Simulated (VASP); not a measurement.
Band structure of GaP (relaxed from the WC structure, space group P-6m2). These are r2SCAN meta-GGA, VASP's PBE PAW potentials (set 64) (plane waves; VASP 6.6.1) values and carry that method's errors.

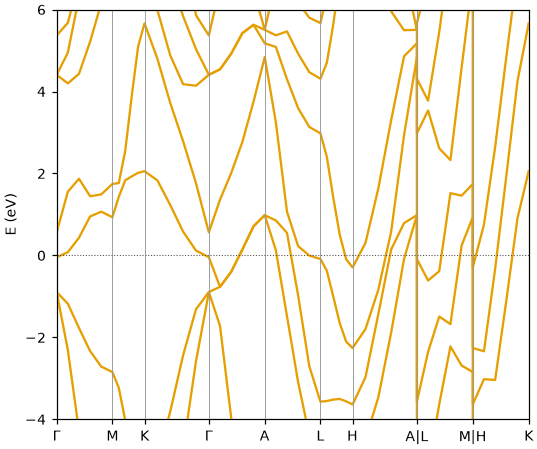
Fig. 1. Bands along high-symmetry lines, zero at the valence-band maximum or, without a gap, the Fermi level

Task: Read the plot: is there a gap, and where are the band edges?

Result: It has no gap at this level: it comes out as a metal or semimetal.

The structure was generated: GaP was put into the WC type (P-6m2), which need not be its known phase. It was relaxed first, which changed the volume by +15 %.
